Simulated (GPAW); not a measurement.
# Optical response of Mn2CuN2, part 2 of 2

Aim: the dielectric function of Mn2CuN2, and the optical constants that follow from it.

GPAW 26.7.0; DFT, revPBE, plane-wave PAW (GPAW data sets), scalar-relativistic, RPA, optical limit.

So far. Step 2 (Ground state): There are states at the Fermi level within the smearing, so the occupations stay smeared and the carriers get a Drude term.

## 4. Dielectric function, RPA

Transitions between filled and empty bands, summed over the zone, give the optical response, so mesh, band count and broadening shape it.

The induced potential is part of this response.

This step: DFT, revPBE, plane-wave PAW (GPAW data sets), scalar-relativistic, RPA, optical limit (GPAW 26.7.0).

Contents of df.py:

```python
from gpaw.response.df import DielectricFunction

df = DielectricFunction('full.gpw', frequencies={'type': 'nonlinear', 'domega0': 0.03, 'omega2': 8},
                        ecut=80,
                        eta=0.05,
                        nbands=55,
                        rate=0.05,
                        txt='df.txt')
for direction in ['x', 'y', 'z']:
    df.get_dielectric_function(xc='RPA', direction=direction, filename=f'df_{direction}.csv')
```

On the command line:

```bash
$ OMP_NUM_THREADS=1 python df.py
```

Numbers of over 12 decimals in the logs are rounded to 6 here.

Log:

```text
Using integrator: PointIntegrator
NonLinearFrequencyDescriptor(from 0.000 to 111.860 eV, 550 points)
Nonperiodic BCs:  [False False False]
Using integrator: PointIntegrator
NonLinearFrequencyDescriptor(from 0.000 to 111.860 eV, 550 points)
Nonperiodic BCs:  [False False False]
Using integrator: PointIntegrator

Calculating chi0 body with:
    Ground state adapter containing:
    Number of spins: 2
    Number of kpoints: 864
    Number of irreducible kpoints: 242
    Number of completely occupied states: 23
    Number of partially occupied states: 30

    Linear response parametrization:
    q_c: [0.0, 0.0, 0.0]
    Number of frequency points: 550
    Planewave cutoff: 80.0
    Number of bands: 55
    Number of planewaves: 99
    Broadening (eta): 0.05

Integrating chi0 body.

Symmetries of q_c:
    Direct symmetries (Uq -> q): 4
    Indirect symmetries (TUq -> q): 0
In total 4 allowed symmetries.

242 groups of equivalent kpoints. 71.990741% reduction.

Integral kind: spectral function

Calculating chi0 optical extensions with:
    Ground state adapter containing:
    Number of spins: 2
    Number of kpoints: 864
    Number of irreducible kpoints: 242
    Number of completely occupied states: 23
    Number of partially occupied states: 30

    Linear response parametrization:
    Number of frequency points: 550
    Planewave cutoff: 80.0
    Number of bands: 55
    Number of planewaves: 99
    Broadening (eta): 0.05
Integrating chi0 head and wings.

Symmetries of q_c:
    Direct symmetries (Uq -> q): 4
    Indirect symmetries (TUq -> q): 0
In total 4 allowed symmetries.

242 groups of equivalent kpoints. 71.990741% reduction.

Integral kind: spectral function wings

Calculating drude chi0 with:
    Number of frequency points:550
    Plasma frequency decay rate: 0.05 eV

    Ground state adapter containing:
    Number of spins: 2
    Number of kpoints: 864
    Number of irreducible kpoints: 242
    Number of completely occupied states: 23
    Number of partially occupied states: 30

Symmetries of q_c:
    Direct symmetries (Uq -> q): 4
    Indirect symmetries (TUq -> q): 0
In total 4 allowed symmetries.

242 groups of equivalent kpoints. 71.990741% reduction.

Integral kind: intraband
Plasma frequency:
[[3.79+0.j 0.  +0.j 0.17+0.j]
 [0.  +0.j 3.78+0.j 0.  +0.j]
 [0.17+0.j 0.  +0.j 2.13+0.j]]
```

Elapsed: 4.9 min, on 1 thread of Arm Neoverse V2, shared host; peak memory 0.63 GiB.

The Im ε has structure finer than the step of the table below, so its rows give means over 1 eV, whole bins alone (the curve runs from 0.305 to 15.0 eV). Peaks (eV: height): E ∥ z 0.7: 38.9, 2.2: 14.1.

Sum at mesh points, not converged in k. Table of Im ε by photon energy; means over each step:

```csv
photon energy (eV),E ∥ x,E ∥ y,E ∥ z
1,40.9,40.8,26.2
2,16.9,17.0,10.2
3,7.51,7.49,10.5
4,5.13,5.11,9.99
5,3.34,3.34,4.62
6,5.26,5.25,3.39
7,4.71,4.68,3.02
8,3.91,3.91,4.34
9,2.37,2.37,4.35
10,1.44,1.45,2.71
11,1.47,1.47,1.98
12,1.64,1.64,1.99
13,1.80,1.80,1.64
14,1.57,1.54,1.33
```

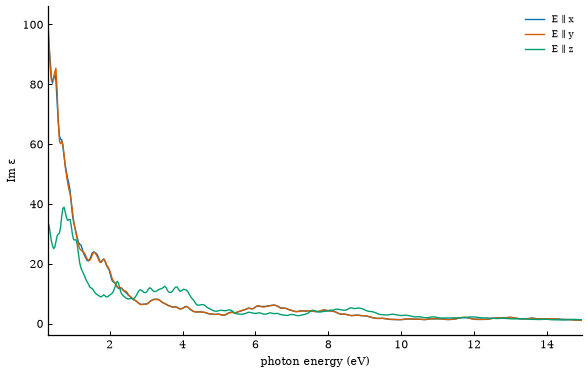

Im ε against photon energy.

Values under 1 per cm are given as 1; sum at mesh points, not converged in k. Table of absorption coefficient by photon energy:

```csv
photon energy (eV),E ∥ x (1/cm),E ∥ y (1/cm),E ∥ z (1/cm)
1.99,7.8e5,7.7e5,3.2e5
3.98,7.1e5,7.1e5,9.6e5
6.02,8.7e5,8.8e5,7.6e5
8.03,1.3e6,1.4e6,1.0e6
10.03,8.8e5,8.7e5,1.3e6
12.02,9.7e5,1.0e6,1.4e6
14.04,1.2e6,1.2e6,1.3e6
```

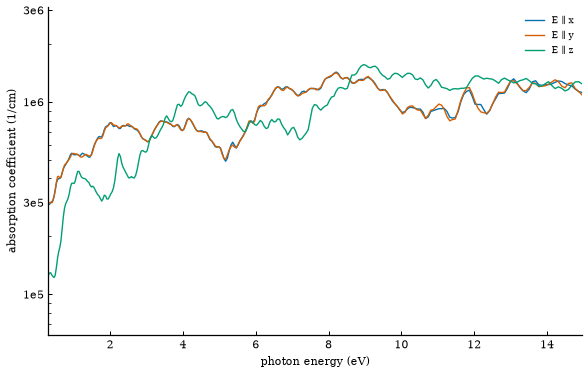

Absorption coefficient against photon energy.

The loss function −Im 1/ε at q → 0 has structure finer than the step of the table below, so its rows give means over 0.5 eV, whole bins alone (the curve runs from 0.305 to 15.0 eV). Peaks (eV: height): E ∥ x 5.08: 0.327, 10.66: 0.752, 12.26: 0.682; E ∥ y 5.08: 0.329, 10.03: 0.756, 11.25: 0.738, 12.10: 0.730; E ∥ z 6.82: 0.340, 14.49: 0.817.

Sum at mesh points, not converged in k. Table of loss function −Im 1/ε at q → 0 by energy loss; means over each step:

```csv
energy loss (eV),E ∥ x,E ∥ y,E ∥ z
1.0,0.0244,0.0248,0.0353
1.5,0.0418,0.0422,0.0828
2.0,0.0484,0.0484,0.0763
2.5,0.0765,0.0754,0.0903
3.0,0.128,0.128,0.0773
3.5,0.132,0.133,0.0848
4.0,0.174,0.175,0.0876
4.5,0.251,0.251,0.135
5.0,0.305,0.305,0.213
5.5,0.203,0.204,0.273
6.0,0.168,0.169,0.285
6.5,0.171,0.172,0.298
7.0,0.220,0.221,0.307
7.5,0.239,0.238,0.214
8.0,0.222,0.222,0.209
8.5,0.278,0.278,0.204
9.0,0.314,0.315,0.211
9.5,0.465,0.466,0.295
10.0,0.685,0.680,0.329
10.5,0.695,0.692,0.417
11.0,0.639,0.640,0.482
11.5,0.567,0.559,0.524
12.0,0.618,0.634,0.473
12.5,0.550,0.539,0.546
13.0,0.522,0.527,0.598
13.5,0.600,0.609,0.661
14.0,0.645,0.641,0.738
14.5,0.738,0.745,0.776
```

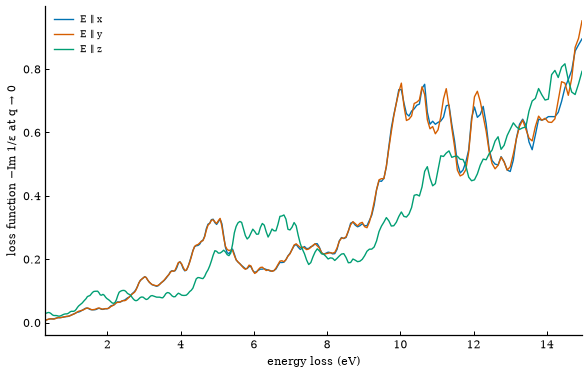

Loss function −Im 1/ε at q → 0 against energy loss.

Sum at mesh points, not converged in k. Im ε, E ∥ x against photon energy; read off at these points:

```csv
photon energy (eV),without local fields,with local fields
1,36.3,34.6
2,17.7,17.2
3,7.16,6.52
4,5.16,5.11
5,2.98,3.11
6,5.73,5.51
7,4.37,4.35
8,4.55,4.26
9,2.60,2.57
10,1.41,1.33
11,1.66,1.56
12,1.49,1.48
13,2.13,2.08
14,1.59,1.55
```

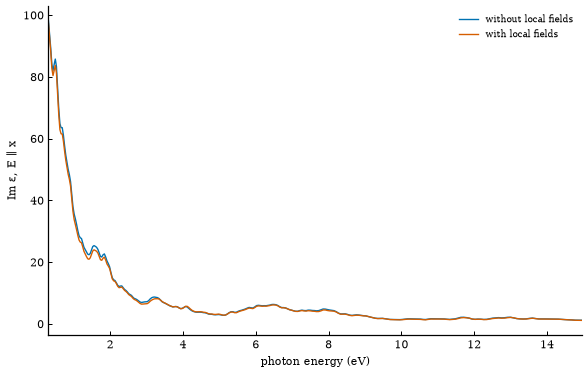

Im ε, E ∥ x against photon energy.

The reflectivity at normal incidence has structure finer than the step of the table below, so its rows give means over 1 eV, whole bins alone (the curve runs from 0.305 to 15.0 eV). Peaks (eV: height): E ∥ x 8.3: 40.8, 11.9: 19.3, 13.1: 20.2; E ∥ y 9.2: 41.1, 11.9: 20.7, 14.7: 20.2; E ∥ z 0.9: 60.6, 2.2: 44.2, 4.2: 51.6, 9.3: 37.2, 12.1: 25.2.

Sum at mesh points, not converged in k. Table of reflectivity at normal incidence by photon energy; means over each step:

```csv
photon energy (eV),E ∥ x (%),E ∥ y (%),E ∥ z (%)
1,68.9,68.9,56.1
2,61.0,60.8,37.7
3,47.9,48.1,37.6
4,40.0,40.0,46.0
5,23.0,22.9,37.9
6,26.7,26.7,23.9
7,33.0,32.8,18.1
8,34.9,34.9,23.7
9,37.3,37.1,33.6
10,25.0,24.9,31.2
11,14.6,14.6,25.3
12,14.4,14.6,22.7
13,16.2,16.4,22.9
14,18.2,18.1,20.3
```

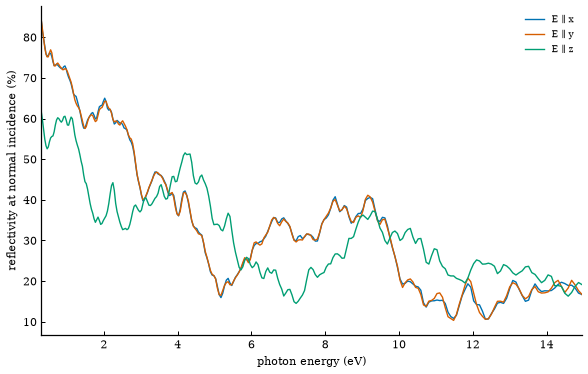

Reflectivity at normal incidence against photon energy.

Optical constants at common wavelengths, from n + ik = √ε:

```csv
wavelength (nm),n x,k x,R (%) x,1/α x,n y,k y,R (%) y,1/α y
1550,4.36,5.915,72.6,21 nm,4.26,5.944,72.9,21 nm
1064,3.00,4.452,66.5,19 nm,2.88,4.419,66.7,19 nm
800,3.20,3.729,59.4,17 nm,3.21,3.682,59.0,17 nm
405,1.72,2.005,39.8,16 nm,1.71,2.015,40.0,16 nm
365,1.63,2.312,46.8,13 nm,1.63,2.302,46.6,13 nm
248,1.35,1.149,21.1,17 nm,1.35,1.146,21.0,17 nm
193,1.83,1.653,31.9,9.3 nm,1.82,1.650,31.8,9.3 nm
```

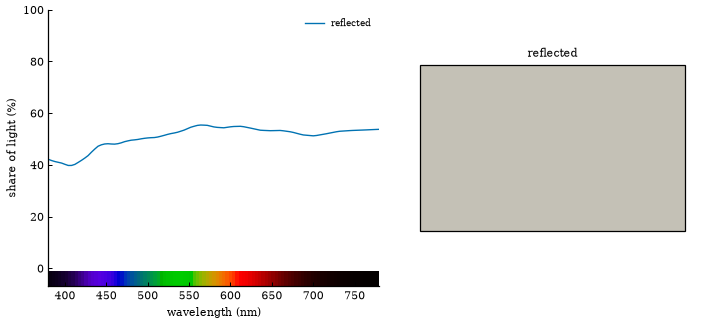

Light reflected across the visible range, with the colour that it makes of daylight (sRGB).

A polished face would reflect 53 % of daylight and look faintly yellow (CIE x = 0.324, y = 0.344 under D65).

## 5. What came out

At this level (revPBE, RPA) Mn2CuN2 is a metal. The mesh is too coarse to trust the carriers' weight, the reflectivity or the colour to better than tens of per cent. A polished face would reflect 53 % of daylight and look faintly yellow (CIE x = 0.324, y = 0.344 under D65). The carriers' damping of 0.05 eV is typed, not computed; it shapes the response at the lowest energies. The magnetic state comes from one start and need not be the lowest. In this version of GPAW the matrix elements of the optical limit are incomplete, which can lower ε − 1 by up to a tenth where first-row anions or d states rule, and shift it by more in d metals. GPAW's carrier term has the form −ωp²/(ω + i·rate)², which damps like twice the rate and fails at low energy, so the curves leave the lowest energies out. The sum runs over mesh points 0.19 Å⁻¹ apart with no interpolation, so peaks are partly noise of the mesh, and the Drude plasma energy, a sum over the Fermi surface, isn't converged.

[Machine, clock and banner lines and Python warnings are left out of the logs.]

[Logs are printed without paths, hosts, clocks, repeated set-up lines and the standing remarks that a program may print on its own settings, such as how far it seeks lower states.]

[Hosts, paths, dates, database ids (printed as entryN), source tags and the programs' standing remarks are cut or masked in the printed files.]
